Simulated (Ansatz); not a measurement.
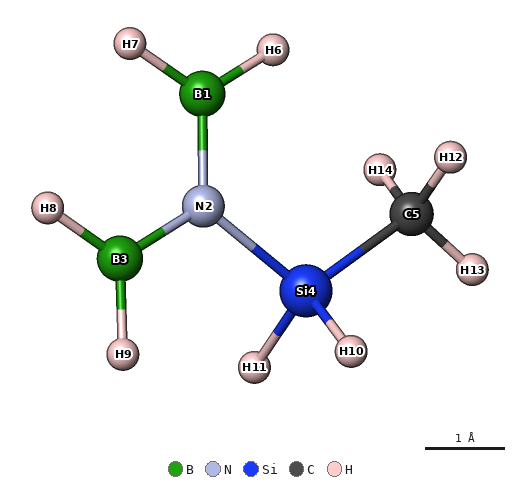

Starting structure of CH₉B₂NSi. The picture is a ball-and-stick view, seen at a tilt.

The start comes from PBE-D4/def2-SVP.

Theory: RKS PBE0-D4/def2-TZVP in Ansatz 0.2.0.

The input:
```yaml
crystal:
  periodic: [false, false, false]
  atoms:
    - {symbol: B, position_ang: [-1.034679, 0.071676, 1.451351]}
    - {symbol: N, position_ang: [-0.111231, -0.667623, 0.638578]}
    - {symbol: B, position_ang: [0.290570, -1.997336, 1.009770]}
    - {symbol: Si, position_ang: [0.612386, -0.027276, -0.895600]}
    - {symbol: C, position_ang: [0.041929, 1.721716, -1.268322]}
    - {symbol: H, position_ang: [-1.373560, 1.196348, 1.132037]}
    - {symbol: H, position_ang: [-1.471910, -0.442252, 2.462392]}
    - {symbol: H, position_ang: [-0.150502, -2.505753, 2.020853]}
    - {symbol: H, position_ang: [1.074114, -2.601904, 0.294230]}
    - {symbol: H, position_ang: [2.106223, -0.077933, -0.741777]}
    - {symbol: H, position_ang: [0.214295, -0.962612, -2.002506]}
    - {symbol: H, position_ang: [0.328294, 2.425746, -0.462239]}
    - {symbol: H, position_ang: [0.518055, 2.063021, -2.211053]}
    - {symbol: H, position_ang: [-1.056985, 1.774981, -1.398914]}
basis:
  gaussian: {orbitals: def2-TZVP}
hamiltonian: {xc: pbe0, dispersion: d4}
relax: {f_tol: 0.005, max_steps: 150}
```

Command:
```bash
ansatz run in.yaml --threads 4 --pin off --events-out ev --progress --plain --max-ram 10444MiB
```

> Predict the outcome.

Over 5 accepted moves (6 points after the start) the energy falls by 5.93 kJ/mol. The largest force component goes from 0.52 to 0.002 eV/Å. The line search rejected the trial step at point 3 of the run. The largest move after the best rigid fit is that of H8, 0.045 Å. Largest moves by element: H 0.045 Å, B 0.026 Å, C 0.025 Å, Si 0.020 Å, N 0.019 Å. Among the contacts that change: N2–Si4 1.813 → 1.776 Å, B3–H8 1.215 → 1.195 Å, B1–H6 1.217 → 1.198 Å, Si4–C5 1.877 → 1.859 Å. The run took 31 s on 4 threads of Arm Neoverse V1, on a shared host.

The structure at the end:

```xyz
14

B    -1.0201    0.0732    1.4358
N    -0.1083   -0.6573    0.6229
B     0.2847   -1.9775    0.9948
Si    0.6031   -0.0291   -0.8777
C     0.0384    1.7014   -1.2537
H    -1.3538    1.1807    1.1257
H    -1.4460   -0.4363    2.4300
H    -0.1502   -2.4715    1.9919
H     1.0532   -2.5760    0.2928
H     2.0809   -0.0712   -0.7264
H     0.2198   -0.9513   -1.9785
H     0.3193    2.3981   -0.4613
H     0.5101    2.0344   -2.1824
H    -1.0442    1.7532   -1.3851
```
